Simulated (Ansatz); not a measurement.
## WHCl3O2: geometry relaxation (part 2 of 2)

Continued. System: WHCl3O2, SMILES [O]=[W]([OH])([Cl])([Cl])[Cl]. Method: RKS PBE0-D4/def2-TZVP (Ansatz 0.2.0). The geometry: PBE-D4/def2-SVP start.

Geometry of the input (Å):
```
O  -1.6929  -0.1783  0.5598
W  -0.2016  0.1270  -0.1891
O  1.1696  -0.7519  0.7719
Cl -0.1202  -1.6359  -1.7166
Cl -0.5721  1.4952  -2.0332
Cl 0.4090  2.0855  0.9324
H  1.0694  -1.2094  1.6293
```

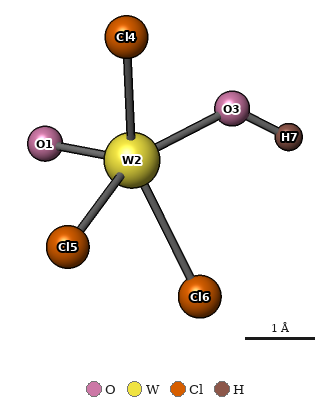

Fig. 1: The geometry at step 28 of the log (ball-and-stick view, seen at a tilt; atoms are numbered from 1 in the order of the input).

Trajectory as extended XYZ, continued:
```
7
Properties=species:S:1:pos:R:3:forces:R:3 step=10 energy=-43496.92568
O    -1.6734   -0.1933    0.5380   -0.0619  -0.0058   0.0174
W    -0.2080    0.0841   -0.2137    0.0409   0.0246  -0.0834
O     1.0773   -0.8551    0.7660    0.0132  -0.0757   0.1997
Cl   -0.0383   -1.5792   -1.7872   -0.0122   0.0271   0.0182
Cl   -0.6733    1.5052   -1.9638   -0.0005   0.0004   0.0042
Cl    0.5304    1.9746    0.8963   -0.0143  -0.0135  -0.0024
H     1.0464   -1.0042    1.7188    0.0347   0.0429  -0.1538
7
Properties=species:S:1:pos:R:3:forces:R:3 step=11 energy=-43496.92350 accepted=F
O    -1.6855   -0.1907    0.5272    0.0161  -0.0359  -0.0345
W    -0.2124    0.0648   -0.2214   -0.1153   0.0783  -0.0904
O     1.0654   -0.8900    0.7574    0.0183  -0.0419   0.7686
Cl   -0.0616   -1.5847   -1.8062    0.0068   0.0091   0.0601
Cl   -0.6490    1.5140   -1.9573    0.0141  -0.0126   0.0203
Cl    0.5195    1.9394    0.9208    0.0326  -0.0206   0.0152
H     1.0847   -0.9207    1.7339    0.0273   0.0237  -0.7392
7
Properties=species:S:1:pos:R:3:forces:R:3 step=12 energy=-43496.92816
O    -1.6840   -0.1942    0.5288   -0.0449   0.0028   0.0095
W    -0.2140    0.0773   -0.2172    0.0469  -0.0066  -0.0594
O     1.0702   -0.8675    0.7619   -0.0083  -0.0498   0.1572
Cl   -0.0524   -1.5849   -1.7904   -0.0052   0.0257   0.0251
Cl   -0.6560    1.5102   -1.9621   -0.0033   0.0025   0.0055
Cl    0.5244    1.9573    0.9120   -0.0121  -0.0098   0.0023
H     1.0730   -0.9661    1.7213    0.0270   0.0352  -0.1402
7
Properties=species:S:1:pos:R:3:forces:R:3 step=13 energy=-43496.93047
O    -1.6940   -0.1834    0.5163    0.0054  -0.0411  -0.0136
W    -0.2159    0.0684   -0.2226   -0.0743   0.0537  -0.0005
O     1.0592   -0.8880    0.7592    0.0030  -0.0144   0.1959
Cl   -0.0605   -1.5922   -1.7911   -0.0040  -0.0017  -0.0122
Cl   -0.6459    1.5159   -1.9571    0.0173  -0.0068  -0.0120
Cl    0.5146    1.9396    0.9273    0.0332  -0.0196   0.0103
H     1.1037   -0.9282    1.7223    0.0194   0.0298  -0.1678
7
Properties=species:S:1:pos:R:3:forces:R:3 step=14 energy=-43496.93207
O    -1.7170   -0.1961    0.5012    0.0040   0.0318   0.0058
W    -0.2320    0.0624   -0.2229    0.0328  -0.0298  -0.0566
O     1.0396   -0.9023    0.7593    0.0117  -0.0187   0.4204
Cl   -0.0744   -1.5887   -1.7977    0.0145  -0.0395   0.0234
Cl   -0.6257    1.5154   -1.9608    0.0033   0.0400   0.0645
Cl    0.5269    1.9084    0.9519   -0.0387   0.0104  -0.0190
H     1.1438   -0.8669    1.7232   -0.0276   0.0057  -0.4384
7
Properties=species:S:1:pos:R:3:forces:R:3 step=15 energy=-43496.93750
O    -1.7398   -0.1859    0.4744   -0.1734  -0.0373   0.0838
W    -0.2434    0.0493   -0.2274    0.0874   0.1451  -0.1400
O     1.0311   -0.9132    0.7452    0.0345  -0.0531   0.0265
Cl   -0.1294   -1.6307   -1.7739    0.0090   0.0132  -0.0128
Cl   -0.5472    1.5278   -1.9557    0.0070  -0.0116   0.0321
Cl    0.4662    1.8861    1.0128    0.0008  -0.0846  -0.0535
H     1.2237   -0.8013    1.6789    0.0347   0.0283   0.0639
7
Properties=species:S:1:pos:R:3:forces:R:3 step=16 energy=-43496.93824
O    -1.7410   -0.1864    0.4743   -0.1432  -0.0308   0.0681
W    -0.2440    0.0489   -0.2277    0.0746   0.1107  -0.1196
O     1.0288   -0.9161    0.7473    0.0056  -0.0463  -0.0342
Cl   -0.1261   -1.6294   -1.7756    0.0086   0.0139  -0.0070
Cl   -0.5503    1.5284   -1.9540    0.0054  -0.0071   0.0277
Cl    0.4707    1.8831    1.0111    0.0021  -0.0726  -0.0446
H     1.2231   -0.7963    1.6788    0.0468   0.0322   0.1097
7
Properties=species:S:1:pos:R:3:forces:R:3 step=17 energy=-43496.92771 accepted=F
O    -1.7836   -0.1861    0.4460    0.1222  -0.0362  -0.0862
W    -0.2686    0.0227   -0.2393   -0.0318  -0.0600   0.0479
O     0.9796   -0.9635    0.7692    0.2357   0.4081   1.0019
Cl   -0.1188   -1.6479   -1.7850   -0.0267   0.0603   0.0217
Cl   -0.5332    1.5593   -1.9163   -0.0184  -0.0745  -0.0237
Cl    0.4957    1.8118    1.0246    0.0486   0.0720   0.0772
H     1.2902   -0.6643    1.6551   -0.3297  -0.3696  -1.0388
7
Properties=species:S:1:pos:R:3:forces:R:3 step=18 energy=-43496.93955
O    -1.7613   -0.1879    0.4746    0.3251   0.0422  -0.1756
W    -0.2556    0.0438   -0.2309   -0.1101  -0.1291   0.1864
O     0.9924   -0.9428    0.7762   -0.1628   0.0749  -0.0994
Cl   -0.0708   -1.6080   -1.7968   -0.0316   0.0170   0.0500
Cl   -0.6008    1.5357   -1.9399   -0.0057  -0.0087   0.0525
Cl    0.5332    1.8595    0.9788   -0.0326  -0.0197  -0.0118
H     1.2241   -0.7681    1.6924    0.0177   0.0234  -0.0020
7
Properties=species:S:1:pos:R:3:forces:R:3 step=19 energy=-43496.94608
O    -1.7791   -0.1886    0.4364    0.0030   0.0042   0.0052
W    -0.2621    0.0346   -0.2335    0.0071  -0.0689   0.0232
O     0.9621   -0.9539    0.7909   -0.0086   0.0337   0.0861
Cl   -0.1074   -1.6278   -1.7848    0.0132  -0.0157  -0.0090
Cl   -0.5586    1.5441   -1.9284    0.0019   0.0279  -0.0057
Cl    0.5070    1.8348    1.0143    0.0108   0.0314   0.0139
H     1.2993   -0.7111    1.6593   -0.0274  -0.0126  -0.1136
7
Properties=species:S:1:pos:R:3:forces:R:3 step=20 energy=-43496.94960
O    -1.8040   -0.1896    0.4147    0.0235  -0.0022  -0.0297
W    -0.2756    0.0237   -0.2338    0.0568  -0.0504   0.0867
O     0.9129   -0.9691    0.8295   -0.1120   0.0103  -0.0954
Cl   -0.0987   -1.6317   -1.7865    0.0012  -0.0130  -0.0056
Cl   -0.5493    1.5536   -1.9145   -0.0036  -0.0046   0.0214
Cl    0.5181    1.8146    1.0201    0.0035   0.0339   0.0003
H     1.3579   -0.6694    1.6248    0.0307   0.0259   0.0223
7
Properties=species:S:1:pos:R:3:forces:R:3 step=21 energy=-43496.94863 accepted=F
O    -1.8189   -0.1898    0.3966    0.0286  -0.0201   0.0253
W    -0.2793    0.0191   -0.2258   -0.0328   0.0226  -0.0861
O     0.8872   -0.9852    0.8446    0.1380   0.1975   0.3290
Cl   -0.0934   -1.6362   -1.7793   -0.0134   0.0262  -0.0261
Cl   -0.5407    1.5604   -1.8965   -0.0098  -0.0362  -0.0523
Cl    0.5139    1.8246    1.0126    0.0343  -0.0736   0.0640
H     1.3923   -0.6607    1.6020   -0.1449  -0.1163  -0.2537
7
Properties=species:S:1:pos:R:3:forces:R:3 step=22 energy=-43496.95081
O    -1.8091   -0.1908    0.4051    0.0076  -0.0021   0.0026
W    -0.2757    0.0226   -0.2303   -0.0070  -0.0261  -0.0080
O     0.8984   -0.9746    0.8392    0.0012   0.0424   0.0681
Cl   -0.0984   -1.6310   -1.7864    0.0090  -0.0071   0.0025
Cl   -0.5477    1.5518   -1.9106    0.0056   0.0179   0.0128
Cl    0.5202    1.8156    1.0232    0.0007   0.0023  -0.0091
H     1.3736   -0.6615    1.6141   -0.0170  -0.0273  -0.0688
7
Properties=species:S:1:pos:R:3:forces:R:3 step=23 energy=-43496.95188
O    -1.8154   -0.1953    0.3982    0.0024   0.0025   0.0095
W    -0.2790    0.0180   -0.2299   -0.0034  -0.0126  -0.0282
O     0.8833   -0.9765    0.8530   -0.0390  -0.0026   0.0121
Cl   -0.0938   -1.6316   -1.7879    0.0106  -0.0043  -0.0013
Cl   -0.5487    1.5567   -1.9017   -0.0009   0.0054   0.0024
Cl    0.5318    1.8088    1.0187   -0.0030   0.0214   0.0069
H     1.3830   -0.6481    1.6039    0.0333  -0.0098  -0.0015
7
Properties=species:S:1:pos:R:3:forces:R:3 step=24 energy=-43496.90050 accepted=F
O    -1.8580   -0.1989    0.3551    0.0955  -0.0470  -0.0556
W    -0.2997   -0.0051   -0.2267   -0.1113   0.0386   0.1496
O     0.7740   -1.0002    0.9457    1.4201   0.9240   1.1510
Cl   -0.0631   -1.6338   -1.7938    0.0083  -0.0090  -0.0360
Cl   -0.5468    1.5724   -1.8654    0.0149  -0.0426  -0.0032
Cl    0.5715    1.7716    1.0170    0.0206   0.1037  -0.0123
H     1.4833   -0.5738    1.5224   -1.4481  -0.9679  -1.1936
7
Properties=species:S:1:pos:R:3:forces:R:3 step=25 energy=-43496.95407
O    -1.8270   -0.1934    0.3923   -0.0058  -0.0233  -0.0679
W    -0.2868    0.0124   -0.2285    0.0111   0.0295   0.0979
O     0.8294   -0.9933    0.8931    0.0198   0.1421   0.0700
Cl   -0.0620   -1.6300   -1.7871   -0.0298   0.0124  -0.0306
Cl   -0.5576    1.5650   -1.8872   -0.0104  -0.0322  -0.0198
Cl    0.5478    1.8102    1.0055    0.0163  -0.0659  -0.0041
H     1.4174   -0.6388    1.5663   -0.0013  -0.0626  -0.0455
7
Properties=species:S:1:pos:R:3:forces:R:3 step=26 energy=-43496.95886
O    -1.8467   -0.2067    0.3559   -0.0389   0.0329   0.0750
W    -0.2914    0.0195   -0.2147    0.0447  -0.1482  -0.0730
O     0.7916   -0.9789    0.9422    0.1803   0.1473   0.2260
Cl   -0.0620   -1.6137   -1.7867    0.0522   0.0041  -0.0031
Cl   -0.5649    1.5591   -1.8876    0.0071   0.0021   0.0193
Cl    0.5583    1.8117    0.9984    0.0098   0.1042   0.0391
H     1.4762   -0.6589    1.5468   -0.2553  -0.1426  -0.2833
7
Properties=species:S:1:pos:R:3:forces:R:3 step=27 energy=-43496.95821 accepted=F
O    -1.8627   -0.1877    0.3496    0.0388  -0.0653   0.0182
W    -0.2982    0.0144   -0.2071   -0.0557   0.0082   0.0341
O     0.7503   -0.9799    0.9823    0.6207   0.3028   0.4431
Cl   -0.0355   -1.6095   -1.7847    0.0290  -0.0132   0.0007
Cl   -0.5644    1.5510   -1.8836    0.0254   0.0038   0.0016
Cl    0.5488    1.8166    0.9989    0.0377   0.0740  -0.0003
H     1.5228   -0.6728    1.4989   -0.6959  -0.3102  -0.4973
7
Properties=species:S:1:pos:R:3:forces:R:3 step=28 energy=-43496.96478
O    -1.8531   -0.2048    0.3558   -0.0002   0.0182   0.0381
W    -0.2949    0.0194   -0.2089   -0.0025  -0.0474  -0.0487
O     0.7660   -0.9777    0.9645    0.1144   0.1021   0.1606
Cl   -0.0396   -1.6062   -1.7848    0.0371  -0.0025  -0.0112
Cl   -0.5718    1.5565   -1.8852    0.0024  -0.0111   0.0169
Cl    0.5621    1.8240    0.9882    0.0047   0.0319   0.0194
H     1.4926   -0.6790    1.5246   -0.1558  -0.0911  -0.1751
7
Properties=species:S:1:pos:R:3:forces:R:3 step=29 energy=-43496.97050
O    -1.8559   -0.2014    0.3551    0.0061   0.0158  -0.0032
W    -0.2959    0.0279   -0.2022   -0.0597  -0.0454   0.0269
O     0.7237   -0.9732    1.0012    0.2457   0.1358   0.2009
Cl    0.0018   -1.5904   -1.7808    0.0338  -0.0024  -0.0170
Cl   -0.5997    1.5511   -1.8876    0.0132  -0.0005   0.0095
Cl    0.5737    1.8428    0.9686    0.0118  -0.0020  -0.0012
H     1.5137   -0.7247    1.5000   -0.2508  -0.1014  -0.2157
7
Properties=species:S:1:pos:R:3:forces:R:3 step=30 energy=-43496.96914 accepted=F
O    -1.8780   -0.1914    0.3528    0.0299  -0.0481  -0.0272
W    -0.3108    0.0259   -0.1892    0.0148   0.1488   0.0853
O     0.6711   -0.9572    1.0571    0.7999   0.1430   0.3383
Cl    0.0558   -1.5752   -1.7750    0.0052  -0.0032   0.0319
Cl   -0.6126    1.5441   -1.8819   -0.0022  -0.0309  -0.0072
Cl    0.5832    1.8537    0.9490   -0.0058  -0.0201  -0.0259
H     1.5524   -0.7678    1.4415   -0.8418  -0.1895  -0.3953
7
Properties=species:S:1:pos:R:3:forces:R:3 step=31 energy=-43496.97601
O    -1.8658   -0.1997    0.3538   -0.0226   0.0015   0.0025
W    -0.3034    0.0309   -0.1941    0.0322  -0.0348   0.0391
O     0.6964   -0.9672    1.0294    0.1093   0.0896   0.0825
Cl    0.0335   -1.5803   -1.7743    0.0183   0.0018  -0.0029
Cl   -0.6105    1.5469   -1.8854    0.0020   0.0001   0.0007
Cl    0.5847    1.8486    0.9571    0.0000   0.0033  -0.0033
H     1.5263   -0.7472    1.4679   -0.1392  -0.0616  -0.1185
7
Properties=species:S:1:pos:R:3:forces:R:3 step=32 energy=-43496.97918
O    -1.8707   -0.1958    0.3545    0.0021  -0.0014  -0.0017
W    -0.3049    0.0364   -0.1840   -0.0560   0.0013  -0.0063
O     0.6766   -0.9646    1.0486    0.1347   0.0761   0.1001
Cl    0.0560   -1.5703   -1.7652    0.0205  -0.0143  -0.0063
Cl   -0.6150    1.5389   -1.8876    0.0007   0.0158  -0.0153
Cl    0.5820    1.8621    0.9503    0.0083  -0.0140   0.0096
H     1.5373   -0.7745    1.4377   -0.1102  -0.0636  -0.0802
7
Properties=species:S:1:pos:R:3:forces:R:3 step=33 energy=-43496.98084
O    -1.8830   -0.1898    0.3562    0.0111  -0.0022  -0.0298
W    -0.3160    0.0436   -0.1784    0.0296   0.0213   0.0666
O     0.6512   -0.9465    1.0751    0.2498  -0.0065   0.0705
Cl    0.0899   -1.5709   -1.7454   -0.0070   0.0230  -0.0050
Cl   -0.6179    1.5376   -1.8944    0.0014  -0.0401   0.0331
Cl    0.5816    1.8623    0.9548   -0.0157   0.0655  -0.0402
H     1.5553   -0.8043    1.3864   -0.2691  -0.0611  -0.0952
7
Properties=species:S:1:pos:R:3:forces:R:3 step=34 energy=-43496.98561
O    -1.8791   -0.1811    0.3643   -0.0026   0.0206  -0.0161
W    -0.3113    0.0647   -0.1603   -0.0289   0.0261   0.0128
O     0.6364   -0.9394    1.0942    0.2272   0.0207   0.0774
Cl    0.1219   -1.5507   -1.7266    0.0134   0.0075   0.0064
Cl   -0.6282    1.5175   -1.9098    0.0012  -0.0041   0.0135
Cl    0.5555    1.9118    0.9436   -0.0173  -0.0457  -0.0290
H     1.5660   -0.8908    1.3490   -0.1931  -0.0251  -0.0650
7
Properties=species:S:1:pos:R:3:forces:R:3 step=35 energy=-43496.97163 accepted=F
O    -1.9187   -0.1325    0.3717   -0.0558  -0.2010   0.1034
W    -0.3396    0.0693   -0.1377    0.4050   0.1387  -0.1234
O     0.6189   -0.9304    1.1181   -0.2670  -0.0221   0.0315
Cl    0.2332   -1.5167   -1.6922   -0.1139  -0.0561  -0.0519
Cl   -0.6743    1.4952   -1.9040   -0.0212  -0.0086  -0.0403
Cl    0.5786    1.9019    0.9071    0.0078   0.1561   0.0824
H     1.5630   -0.9548    1.2914    0.0451  -0.0072  -0.0016
7
Properties=species:S:1:pos:R:3:forces:R:3 step=36 energy=-43496.98760
O    -1.8832   -0.1689    0.3689   -0.0043   0.0054   0.0014
W    -0.3135    0.0769   -0.1499    0.0012  -0.0116   0.0048
O     0.6309   -0.9285    1.1068    0.0400  -0.0015   0.0228
Cl    0.1507   -1.5418   -1.7083    0.0061   0.0006  -0.0009
Cl   -0.6347    1.5060   -1.9169   -0.0028   0.0073  -0.0088
Cl    0.5410    1.9293    0.9386   -0.0017   0.0045  -0.0002
H     1.5699   -0.9410    1.3151   -0.0384  -0.0048  -0.0192
7
Properties=species:S:1:pos:R:3:forces:R:3 step=37 energy=-43496.98836
O    -1.8832   -0.1581    0.3762    0.0342   0.0039  -0.0080
W    -0.3124    0.0894   -0.1397   -0.0369   0.0198  -0.0015
O     0.6247   -0.9187    1.1210   -0.0036   0.0031  -0.0042
Cl    0.1817   -1.5316   -1.6910    0.0040  -0.0001   0.0025
Cl   -0.6457    1.4954   -1.9274    0.0092  -0.0224   0.0232
Cl    0.5270    1.9527    0.9329   -0.0021  -0.0066  -0.0019
H     1.5691   -0.9970    1.2823   -0.0047   0.0023  -0.0101
7
Properties=species:S:1:pos:R:3:forces:R:3 step=38 energy=-43496.98795 accepted=F
O    -1.8842   -0.1497    0.3851    0.0143   0.0142  -0.0129
W    -0.3141    0.1030   -0.1302   -0.0009  -0.0064   0.0105
O     0.6190   -0.9089    1.1302    0.2530  -0.0406   0.0340
Cl    0.2081   -1.5217   -1.6733    0.0026  -0.0152  -0.0004
Cl   -0.6495    1.4812   -1.9377   -0.0019   0.0033   0.0168
Cl    0.5134    1.9726    0.9319   -0.0088   0.0013  -0.0043
H     1.5685   -1.0445    1.2485   -0.2582   0.0433  -0.0437
7
Properties=species:S:1:pos:R:3:forces:R:3 step=39 energy=-43496.98863
O    -1.8841   -0.1534    0.3804   -0.0055   0.0042  -0.0038
W    -0.3140    0.0961   -0.1353    0.0087  -0.0179   0.0181
O     0.6223   -0.9138    1.1248   -0.0001   0.0003   0.0007
Cl    0.1930   -1.5302   -1.6797    0.0000  -0.0021  -0.0062
Cl   -0.6427    1.4883   -1.9311   -0.0023   0.0050  -0.0065
Cl    0.5181    1.9604    0.9357   -0.0004   0.0120   0.0012
H     1.5686   -1.0152    1.2595   -0.0004  -0.0016  -0.0034
7
Properties=species:S:1:pos:R:3:forces:R:3 step=40 energy=-43496.98861 accepted=F
O    -1.8840   -0.1467    0.3844   -0.0125  -0.0051   0.0048
W    -0.3130    0.1021   -0.1281    0.0029   0.0039   0.0008
O     0.6204   -0.9099    1.1327    0.0844  -0.0013   0.0031
Cl    0.2070   -1.5256   -1.6706    0.0009  -0.0040   0.0072
Cl   -0.6429    1.4804   -1.9340   -0.0052   0.0100  -0.0257
Cl    0.5057    1.9761    0.9326    0.0054  -0.0106   0.0149
H     1.5680   -1.0444    1.2373   -0.0759   0.0071  -0.0051
7
Properties=species:S:1:pos:R:3:forces:R:3 step=41 energy=-43496.98871
O    -1.8841   -0.1496    0.3817   -0.0002   0.0001   0.0017
W    -0.3133    0.0995   -0.1317   -0.0010   0.0006   0.0014
O     0.6219   -0.9112    1.1285    0.0058  -0.0009  -0.0043
Cl    0.1991   -1.5284   -1.6749    0.0017  -0.0014   0.0031
Cl   -0.6434    1.4836   -1.9348    0.0044   0.0031   0.0081
Cl    0.5124    1.9673    0.9374   -0.0053   0.0007  -0.0094
H     1.5686   -1.0290    1.2481   -0.0056  -0.0021  -0.0007
7
Properties=species:S:1:pos:R:3:forces:R:3 step=42 energy=-43496.98866 accepted=F
O    -1.8847   -0.1458    0.3846    0.0000  -0.0023   0.0012
W    -0.3136    0.1035   -0.1275    0.0038   0.0206  -0.0095
O     0.6214   -0.9084    1.1322    0.0533   0.0055   0.0069
Cl    0.2090   -1.5287   -1.6649   -0.0064   0.0118  -0.0069
Cl   -0.6419    1.4823   -1.9362    0.0023  -0.0253   0.0040
Cl    0.5028    1.9778    0.9350   -0.0001  -0.0156   0.0064
H     1.5683   -1.0486    1.2310   -0.0529   0.0053  -0.0021
7
Properties=species:S:1:pos:R:3:forces:R:3 step=43 energy=-43496.98876
O    -1.8836   -0.1478    0.3836   -0.0030   0.0007  -0.0006
W    -0.3129    0.1017   -0.1297   -0.0075   0.0024  -0.0007
O     0.6239   -0.9088    1.1291    0.0064  -0.0011   0.0028
Cl    0.1993   -1.5293   -1.6705    0.0030  -0.0022  -0.0021
Cl   -0.6385    1.4821   -1.9361   -0.0005  -0.0005  -0.0013
Cl    0.5032    1.9732    0.9380    0.0031   0.0019   0.0022
H     1.5698   -1.0390    1.2399   -0.0015  -0.0013  -0.0003
7
Properties=species:S:1:pos:R:3:forces:R:3 step=44 energy=-43496.98878
O    -1.8843   -0.1460    0.3849   -0.0040  -0.0003   0.0006
W    -0.3134    0.1037   -0.1278    0.0036   0.0061  -0.0051
O     0.6236   -0.9071    1.1307    0.0206  -0.0037   0.0037
Cl    0.2038   -1.5282   -1.6672    0.0006  -0.0010   0.0001
Cl   -0.6385    1.4798   -1.9377   -0.0014  -0.0015   0.0019
Cl    0.5005    1.9766    0.9382   -0.0001  -0.0012   0.0002
H     1.5695   -1.0467    1.2331   -0.0192   0.0016  -0.0015
7
Properties=species:S:1:pos:R:3:forces:R:3 step=45 energy=-43496.98878
O    -1.8842   -0.1455    0.3847   -0.0015  -0.0011   0.0017
W    -0.3132    0.1042   -0.1276   -0.0003   0.0041  -0.0028
O     0.6235   -0.9068    1.1310    0.0180  -0.0029   0.0032
Cl    0.2049   -1.5283   -1.6665    0.0004   0.0009  -0.0004
Cl   -0.6393    1.4795   -1.9377    0.0002  -0.0011  -0.0002
Cl    0.5003    1.9772    0.9383    0.0001  -0.0012  -0.0005
H     1.5693   -1.0483    1.2322   -0.0168   0.0013  -0.0009
7
Properties=species:S:1:pos:R:3:forces:R:3 step=46 energy=-43496.98879
O    -1.8841   -0.1452    0.3853    0.0014   0.0001  -0.0002
W    -0.3131    0.1049   -0.1272   -0.0021   0.0004  -0.0001
O     0.6234   -0.9063    1.1315   -0.0006   0.0002   0.0000
Cl    0.2068   -1.5273   -1.6658    0.0003  -0.0003  -0.0005
Cl   -0.6404    1.4789   -1.9382   -0.0001  -0.0002   0.0002
Cl    0.5002    1.9781    0.9377    0.0002   0.0007   0.0002
H     1.5684   -1.0510    1.2311    0.0009  -0.0008   0.0005
```

Summary:

| quantity | value |
| --- | --- |
| outcome | converged |
| total energy | −43496.9888 eV |
| mean-field energy | −43496.7293 eV |
| dispersion energy | −0.2596 eV |
| SCF solution under orbital rotations | stable |
| largest force (length of the vector) at the end | 0.002 eV/Å |
| dipole moment | 2.77 D |
| hardware | 4 threads of Arm Neoverse V1, 23 GiB of memory available, shared host |
| wall time | 4.4 min (CPU time 17 min) |
| peak memory | 0.77 GiB |
